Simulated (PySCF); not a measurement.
**How the numerical set-up moves the result for SO (triplet)**

Aim: see how much the energy and properties of SO (triplet) depend on the numerical set-up.

The runs use PySCF 2.14.0; method and basis as typed in the scripts.

### Step 1. Starting geometry

SO (triplet): 2 atoms, charge 0, spin multiplicity 3.

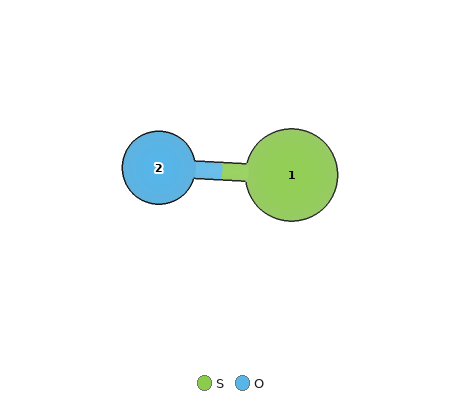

As it starts; sulfur green, oxygen blue; atoms are numbered from 1 in the order of the file.

### Step 2. The run that the others are compared with

Input file input.py:

```python
from pyscf import gto, dft

mol = gto.M(
    atom='S 0 0 0; O 0 0 1.427',
    basis='3-21g',
    charge=0,
    spin=2,
    verbose=4,
)
mf = dft.UKS(mol, xc='m06l')
mf.kernel()
mf.dip_moment()
print('orbital energies (hartree):', [e[max(0, n-3):n+3].round(4) for e, n in zip(mf.mo_energy, mol.nelec)])
```

The run is started by

```
$ OMP_NUM_THREADS=1 python input.py
```

The log of this run is left out.

In short: E(SCF) = -470.909169 Eh, 9 cycles, ⟨S²⟩ = 2.003, μ = 1.13 D.

The bond length is a typed value, not an optimised one. The triplet is typed in the script; nothing here shows that it is the ground state.

### Step 3. Integration grid 6

Run 1 changes integration grid: default → 6.

Input file input.py:

```python
from pyscf import gto, dft

mol = gto.M(
    atom='S 0 0 0; O 0 0 1.427',
    basis='3-21g',
    charge=0,
    spin=2,
    verbose=4,
)
mf = dft.UKS(mol, xc='m06l')
mf.grids.level = 6
mf.kernel()
mf.dip_moment()
print('orbital energies (hartree):', [e[max(0, n-3):n+3].round(4) for e, n in zip(mf.mo_energy, mol.nelec)])
```

The run is started by

```
$ OMP_NUM_THREADS=1 python input.py
```

### Step 4. Integration grid 2

Run 2 changes integration grid: default → 2.

Changes to input.py since step 2:

```diff
@@ -10,2 +10,3 @@
 mf = dft.UKS(mol, xc='m06l')
+mf.grids.level = 2
 mf.kernel()
```

What does the calculation give? Wanted: for each run, E(SCF); from base; gap, α spin; SCF dipole.

The runs gave:

| run | E(SCF) (hartree) | from base (eV) | cycles | gap, α spin (eV) | SCF dipole (D) | functions |
| --- | --- | --- | --- | --- | --- | --- |
| base | -470.909169 | 0 | 9 | 6.87 | 1.13 | 22 |
| integration grid 6 | -470.909159 | +0.0003 | 9 | 6.87 | 1.13 | 22 |
| integration grid 2 | -470.909476 | -0.0084 | 9 | 6.87 | 1.13 | 22 |

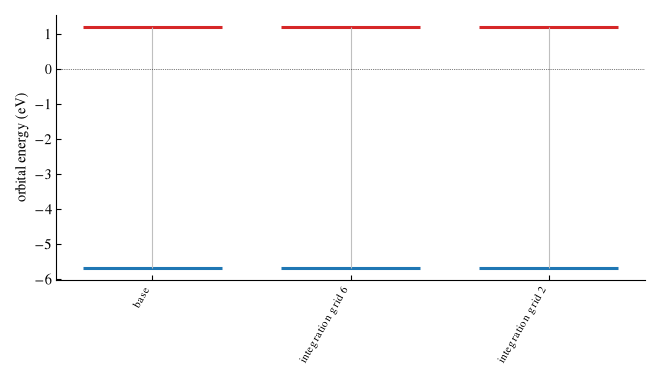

Highest filled (blue) and lowest empty (red) level of each run. Open-shell runs show the α spin alone.

The largest comparable shift of the SCF energy, -0.008 eV, comes with the run “integration grid 2”.
